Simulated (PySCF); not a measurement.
**CH$_{3}$S (SMILES C=[SH+]) (charge +1): density, localisation and related maps**

Input file:

```
{"job": {"kind": "sp", "xc": "M06-2X", "basis": "ma-def2-TZVP", "grid": 3}, "charge": 1, "multiplicity": 1}
C     -0.525905    -0.028890     0.001738
S      0.934479    -0.725201    -0.057723
H     -1.402508    -0.692389     0.014347
H     -0.679702     1.058394     0.029855
H      1.706790     0.399620    -0.057024
```

Run with:

```sh
OMP_NUM_THREADS=1 python redox_run.py task.json out
```

Geometry: PBE0-D3(BJ)/ma-def2-SVP.

The calculation used DFT single point, gas phase, functional M06-2X (PySCF 2.14.0, density-fitted response routines).

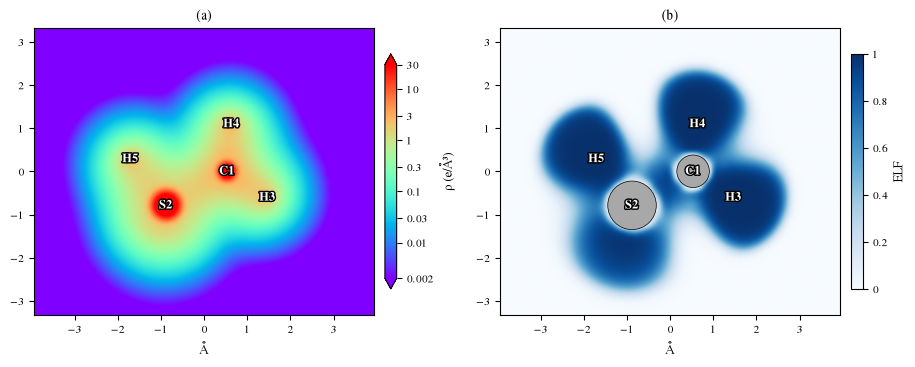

Figure 1. (a) electron density; (b) electron localisation function on the molecular plane. Grey discs cover the atomic cores in the ELF map.

**Interpret the plot.**

The section cuts through C, S and H sites.
C–S (1.62 Å): the density is about 1.7 e/Å³ at the midpoint; the ELF peaks at about 0.90 between the atoms: a covalent bond.
C–H (1.10 Å): ρ is about 2.1 e/Å³ halfway; the ELF climbs to about 1 towards the hydrogen, as it does in any bond to H: a covalent bond by its length.
S–H (1.36 Å): the density is about 1.6 e/Å³ at the midpoint; the ELF climbs to about 1 towards the hydrogen; a covalent bond by its length.
The ELF also peaks beside S2, away from the bonds: lone-pair regions.

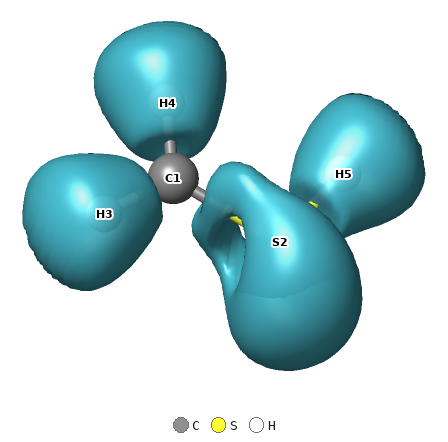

Figure 2. Isosurface of the electron localisation function at 0.8 (cyan), seen at a tilt. Core shells and regions of very low density are left out.

**Where are the electrons localised?**

The surface consists of three regions around hydrogen nuclei and one region on S in which the atom's valence shell and bonds are merged.
